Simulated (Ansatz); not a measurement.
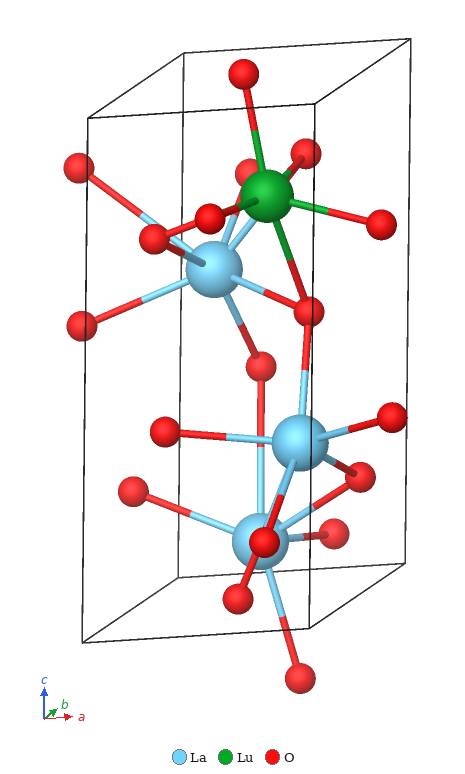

The crystal in a ball-and-stick representation, seen slightly off an axis. Thin lines show the simulation cell, with boundary atoms drawn in all their periodic places. Some neighbours outside the box are added.

```yaml
crystal:
  lattice:
    - [4.25097, -0.00317, 0.02970]
    - [0.02148, 4.44620, -0.00062]
    - [1.44806, 0.25788, 9.18710]
  atoms:
    - { symbol: La, position: [0.44254, 0.80637, 0.08126] }
    - { symbol: La, position: [0.23439, 0.78641, 0.60772] }
    - { symbol: La, position: [0.83475, 0.27821, 0.32351] }
    - { symbol: Lu, position: [0.66176, 0.31583, 0.79414] }
    - { symbol: O, position: [0.89915, 0.76141, 0.19648] }
    - { symbol: O, position: [0.18059, 0.28292, 0.72934] }
    - { symbol: O, position: [0.31747, 0.09249, 0.38184] }
    - { symbol: O, position: [0.62041, 0.81740, 0.81370] }
    - { symbol: O, position: [0.55648, 0.30659, 0.03028] }
    - { symbol: O, position: [0.75245, 0.55238, 0.54173] }
```

The numbers come from DFT PBE, scalar-relativistic, plane waves, PAW in Ansatz 0.2.0, using an energy cutoff of 420 eV, k-grid 6×6×4, Gaussian smearing of 0.02 eV, no spin polarisation.

**What are the atomic charges by Bader's partition?**

La +2.02 e; Lu +2.08 e; O -1.38 to -1.34 e. The transfer is large, as in an ionic solid.

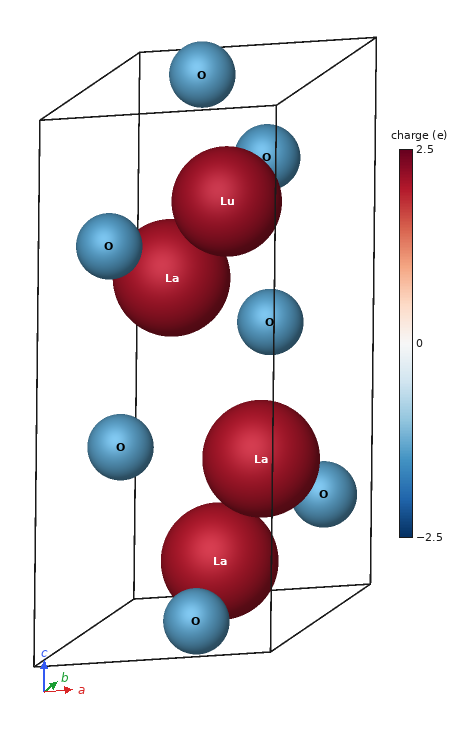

The atoms coloured by those charges.

The model was built from a structure type filled with these elements by a generator (whether the compound takes this form wasn't checked). Earlier steps of the study may have refined or changed the cell and positions. It went into a calculation with Ansatz.
